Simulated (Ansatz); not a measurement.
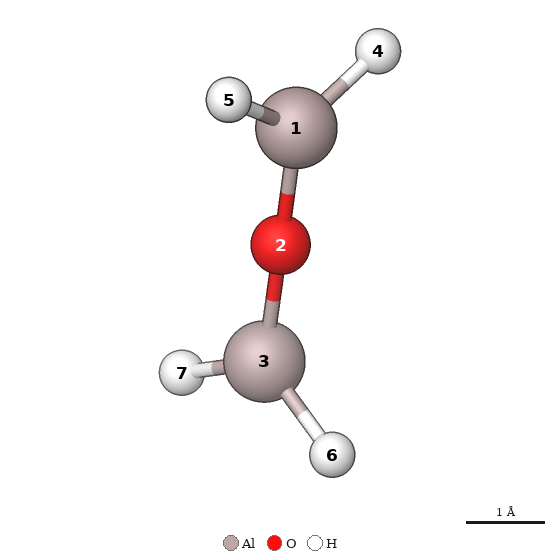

Computed geometry: PBE0-D4/def2-TZVP optimisation.

List the bonds and their lengths.

```
  bond  length (Å)
Al1–O2       1.682
Al1–H4       1.582
Al1–H5       1.582
O2–Al3       1.682
Al3–H6       1.582
Al3–H7       1.582
```
